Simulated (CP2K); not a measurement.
# CH5OSi (SMILES [CH2]O[SiH3]): PM3

Aim: the energy change on altering one bond length of CH5OSi at PM3, from 2 runs. 

The calculation is run with CP2K 2026.2.

3 further runs of the same task are left out: 1 that didn't finish, 2 set aside as unsound or not needed.

## Step 1: The molecule

CH5OSi: 8 atoms, total charge 0, spin state doublet. SMILES: `[CH2]O[SiH3]`. Geometry: relaxed at GFN2-xTB. This is one conformer, not always the lowest.

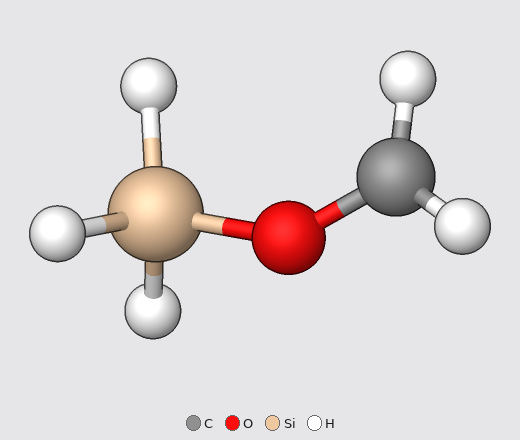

The structure, seen from a chosen angle (carbon grey, oxygen red, silicon light orange, hydrogen white).

## Step 2: Energy and forces at PM3

File molecule.xyz:

```xyz
8

C     -0.581920     0.826180    -1.214720
O     -0.012450    -0.205200    -0.592390
Si     0.424400    -0.667790     0.900730
H     -0.643270     0.771430    -2.283780
H     -0.837430     1.712660    -0.667600
H      0.108040     0.354200     1.898660
H      1.865790    -0.892550     0.813090
H     -0.323150    -1.898940     1.146010
```

File job.inp:

```
&FORCE_EVAL
   METHOD Quickstep
   &DFT
      CHARGE 0
      MULTIPLICITY 2
      UNRESTRICTED_KOHN_SHAM T
      &QS
         METHOD PM3
         EPS_DEFAULT 1.0E-10
         &SE
            &COULOMB
               CUTOFF [angstrom] 50
               RC_RANGE [angstrom] 0
            &END COULOMB
            &EXCHANGE
               CUTOFF [angstrom] 50
               RC_RANGE [angstrom] 0
            &END EXCHANGE
         &END SE
      &END QS
      &POISSON
         PERIODIC NONE
         POISSON_SOLVER ANALYTIC
      &END POISSON
      &SCF
         SCF_GUESS ATOMIC
         EPS_SCF 1.0E-06
         MAX_SCF 100
         ADDED_MOS 8
         &DIAGONALIZATION
            ALGORITHM STANDARD
         &END DIAGONALIZATION
         &MIXING
            METHOD DIRECT_P_MIXING
            ALPHA 0.4
         &END MIXING
      &END SCF
      ! extra output
      &PRINT
         &MOMENTS
            PERIODIC F
            REFERENCE COM
            MAX_MOMENT 1
         &END MOMENTS
         &MO ON
            ENERGIES T
            OCCUPATION_NUMBERS T
            NDIGITS 6
            &EACH
               QS_SCF 0
            &END EACH
            ADD_LAST NUMERIC
         &END MO
         &HIRSHFELD OFF
         &END HIRSHFELD
      &END PRINT
   &END DFT
   ! atoms, cell and kinds
   &SUBSYS
      ! box in angstrom
      &CELL
         ABC [angstrom] 18.7 19.6 20.2
         PERIODIC NONE
      &END CELL
      &TOPOLOGY
         COORD_FILE_NAME molecule.xyz
         COORD_FILE_FORMAT XYZ
         &CENTER_COORDINATES
         &END CENTER_COORDINATES
      &END TOPOLOGY
   &END SUBSYS
   &PRINT
      &FORCES ON
      &END FORCES
   &END PRINT
&END FORCE_EVAL

&GLOBAL
   PROJECT job
   RUN_TYPE ENERGY_FORCE
   PRINT_LEVEL MEDIUM
&END GLOBAL
```

On the command line:

```sh
$ OMP_NUM_THREADS=1 cp2k.psmp -i job.inp > job.out 2>&1
```

The log of the run:

```text
CP2K| version string:                                       CP2K version 2026.2
[...]
 GLOBAL| Method name                                                        CP2K
[...]
 GLOBAL| Run type                                                   ENERGY_FORCE
[...]
 *** WARNING in qs_environment.F:2210 :: More added MOs requested than     ***
 *** available. The full set of unoccupied MOs will be used. Use           ***
 *** 'ADDED_MOS -1' to always use all available MOs and to get rid of this ***
[...]
                             - Atoms:                                          8
[...]
                             - Spherical basis functions:                     17
[...]
 Number of electrons:                                                         10
[...]
     1 P_Mix/Diag. 0.40E+00    0.0     0.41646757       -16.2296384265 -1.62E+01
[...]
    26 DIIS/Diag.  0.19E-06    0.0     0.00000054       -20.6109798758 -1.27E-11
  *** SCF run converged in    26 steps ***
  Core-core repulsion energy [eV]:                            874.21172070936984
  Core Hamiltonian energy [eV]:                              -869.21468100053232
  Two-electron integral energy [eV]:                        -1131.70064953990459
  Electronic energy [eV]:                                   -1435.06500577048450
  Total energy [eV]:                                         -560.85328506111478
  Atomic reference energy [eV]:                               559.71717295257531
  Heat of formation [kcal/mol]:                               -26.19936969714662
[...]
 SE_DIPOLE| Moment [Debye]         -0.25740466      -0.22600848      -1.14377854
 SE_DIPOLE| Derivative [a.u.]       0.00000000       0.00000000       0.00000000
 ENERGY| Total FORCE_EVAL ( QS ) energy [hartree]            -20.610979875837167
 FORCES| Atomic forces [hartree/bohr]
 FORCES|   Atom     x               y               z               |f|
 FORCES|      1  9.79238221E-03 -1.31942635E-02  3.17154321E-02   3.57190142E-02
 FORCES|      2 -1.94184793E-02  1.57243920E-02 -8.16828806E-02   8.54191245E-02
 FORCES|      3  9.76221937E-04  7.61080840E-03  2.87631274E-02   2.97690260E-02
 FORCES|      4  2.20664079E-03 -5.25073993E-03 -4.76093425E-03   7.42334347E-03
 FORCES|      5 -1.78578106E-03  5.62871928E-03  3.33137850E-03   6.78008683E-03
 FORCES|      6 -8.01499925E-05  4.14792339E-03  1.20404451E-02   1.27351486E-02
 FORCES|      7  1.13956530E-02 -4.03646383E-03  4.24778467E-03   1.28139620E-02
 FORCES|      8 -3.08648758E-03 -1.06303758E-02  6.34564709E-03   1.27592528E-02
 FORCES| Sum     4.16333634E-16  3.33066907E-16 -1.24900090E-16
 FORCES| Total atomic force                                       5.47601399E-16
[...]
```

It took 1.2 s on 1 thread of Intel Xeon Platinum 8488C (Sapphire Rapids), shared host; peak memory 0.19 GiB.

## Step 3: The distorted shape at the same level

File molecule.xyz:

```xyz
8

C     -2.023332     1.050943    -1.127079
O     -1.453862     0.019563    -0.504749
Si    -1.017012    -0.443027     0.988371
H     -2.084682     0.996193    -2.196139
H     -2.278842     1.937423    -0.579959
H     -1.333372     0.578963     1.986301
H      1.865790    -0.892550     0.813090
H     -1.764562    -1.674177     1.233651
```

File qs.inp:

```
&FORCE_EVAL
  METHOD QUICKSTEP
  &DFT
    CHARGE 0
    MULTIPLICITY 2
    UNRESTRICTED_KOHN_SHAM T
    &QS
      METHOD PM3
      EPS_DEFAULT 1.0E-10
      &SE
        &COULOMB
          CUTOFF [angstrom] 50
          RC_RANGE [angstrom] 0
        &END COULOMB
        &EXCHANGE
          CUTOFF [angstrom] 50
          RC_RANGE [angstrom] 0
        &END EXCHANGE
      &END SE
    &END QS
    &POISSON
      PERIODIC NONE
      POISSON_SOLVER ANALYTIC
    &END POISSON
    &SCF
      SCF_GUESS ATOMIC
      EPS_SCF 1.0E-06
      MAX_SCF 100
      ADDED_MOS 8
      &DIAGONALIZATION
        ALGORITHM STANDARD
      &END DIAGONALIZATION
      &MIXING
        METHOD DIRECT_P_MIXING
        ALPHA 0.4
      &END MIXING
    &END SCF
    ! extra output
    &PRINT
      &MOMENTS
        PERIODIC F
        REFERENCE COM
        MAX_MOMENT 1
      &END MOMENTS
      &MO ON
        ENERGIES T
        OCCUPATION_NUMBERS T
        NDIGITS 6
        &EACH
          QS_SCF 0
        &END EACH
        ADD_LAST NUMERIC
      &END MO
      &HIRSHFELD OFF
      &END HIRSHFELD
    &END PRINT
  &END DFT
  ! atoms, cell and kinds
  &SUBSYS
    ! box in angstrom
    &CELL
      ABC [angstrom] 20.1 19.6 20.2
      PERIODIC NONE
    &END CELL
    &TOPOLOGY
      COORD_FILE_NAME molecule.xyz
      COORD_FILE_FORMAT XYZ
      &CENTER_COORDINATES
      &END CENTER_COORDINATES
    &END TOPOLOGY
  &END SUBSYS
  &PRINT
    &FORCES ON
    &END FORCES
  &END PRINT
&END FORCE_EVAL

&GLOBAL
  PROJECT qs
  RUN_TYPE ENERGY_FORCE
  PRINT_LEVEL MEDIUM
&END GLOBAL
```

On the command line:

```sh
$ OMP_NUM_THREADS=1 cp2k.psmp -i qs.inp -o qs.out
```

The log of the run:

```text
CP2K| version string:                                       CP2K version 2026.2
[...]
 GLOBAL| Method name                                                        CP2K
[...]
 GLOBAL| Run type                                                   ENERGY_FORCE
[...]
 *** WARNING in qs_environment.F:2210 :: More added MOs requested than     ***
 *** available. The full set of unoccupied MOs will be used. Use           ***
 *** 'ADDED_MOS -1' to always use all available MOs and to get rid of this ***
[...]
                             - Atoms:                                          8
[...]
                             - Spherical basis functions:                     17
[...]
 Number of electrons:                                                         10
[...]
     1 P_Mix/Diag. 0.40E+00    0.0     0.42747690       -16.2874892629 -1.63E+01
[...]
    44 DIIS/Diag.  0.19E-06    0.0     0.00000043       -20.4754832244 -7.30E-12
  *** SCF run converged in    44 steps ***
  Core-core repulsion energy [eV]:                            846.60411487192232
  Core Hamiltonian energy [eV]:                              -854.69947504556137
  Two-electron integral energy [eV]:                        -1098.14174698717602
  Electronic energy [eV]:                                   -1403.77034853914938
  Total energy [eV]:                                         -557.16623366722695
  Atomic reference energy [eV]:                               559.71717295257531
  Heat of formation [kcal/mol]:                                58.82606206682357
[...]
 SE_DIPOLE| Moment [Debye]          2.67754899      -2.13495477       1.93460047
 SE_DIPOLE| Derivative [a.u.]       0.00000000       0.00000000       0.00000000
 ENERGY| Total FORCE_EVAL ( QS ) energy [hartree]            -20.475483224387066
 FORCES| Atomic forces [hartree/bohr]
 FORCES|   Atom     x               y               z               |f|
 FORCES|      1  4.88356301E-02 -7.19495840E-02  5.25617317E-02   1.01609040E-01
 FORCES|      2 -6.77403261E-02  7.01735314E-02 -8.60654482E-02   1.30078198E-01
 FORCES|      3  3.53771536E-02 -4.81167743E-04  2.28302997E-02   4.21069722E-02
 FORCES|      4  4.04761928E-03 -1.23960849E-03 -7.28333590E-03   8.42418143E-03
 FORCES|      5 -2.69618637E-03  6.32508030E-03  4.72147407E-03   8.34076610E-03
 FORCES|      6 -7.11306322E-03  4.83236061E-03  9.13300507E-03   1.25442879E-02
 FORCES|      7 -5.70071198E-03  8.82135755E-04  3.52498716E-04   5.77931967E-03
 FORCES|      8 -5.01011531E-03 -8.54274783E-03  3.74977486E-03   1.05896462E-02
 FORCES| Sum     2.53269627E-16  1.52655666E-16  3.74700271E-16
 FORCES| Total atomic force                                       4.77335887E-16
[...]
```

It took 1.2 s on 1 thread of Intel Xeon Platinum 8488C (Sapphire Rapids), shared host; peak memory 0.19 GiB.

## Step 4: Results

Level: PM3.

| quantity | value |
| --- | --- |
| first shape: total energy | -20.61098 Eh |
| first shape: dipole moment | 1.19 D |
| first shape: HOMO energy (highest over α and β) | -7.84 eV |
| first shape: LUMO energy (lowest over α and β) | 0.74 eV |
| first shape: heat of formation at this unrelaxed shape | -26.2 kcal/mol |
| first shape: largest force on an atom | 4.392 eV/Å |
| distorted shape: total energy | -20.47548 Eh |
| distorted shape: dipole moment | 3.93 D |
| distorted shape: HOMO energy (highest over α and β) | -6.78 eV |
| distorted shape: LUMO energy (lowest over α and β) | -1.46 eV |
| distorted shape: heat of formation at this unrelaxed shape | 58.8 kcal/mol |
| distorted shape: largest force on an atom | 6.689 eV/Å |
| energy change with the Si3–H7 bond stretched from 1.461 to 2.923 Å | 3.687 eV |

With the Si3–H7 bond stretched from 1.461 to 2.923 Å the energy rises by 3.69 eV (85 kcal/mol). The first shape isn't relaxed at this level, so the change isn't measured from a minimum. The largest force (first shape) is 4.39 eV/Å: the shape isn't a stationary point for this species at this level.
